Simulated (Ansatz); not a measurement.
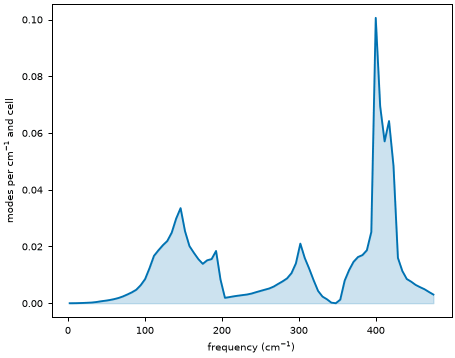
Figure. Phonon density of states of zinc blende AlP; finite displacements on a 6×6×6 mesh, DFT at the PBE level (Ansatz, an electronic-structure program), k mesh 6×6×6

Dynamical quadrupoles are not included in the interpolation of the phonons between the solved wave vectors.

Task: Where is the tallest peak, and is there a gap in the spectrum?

Result: The tallest peak lies near 400 cm⁻¹. No clear gap shows at this resolution.
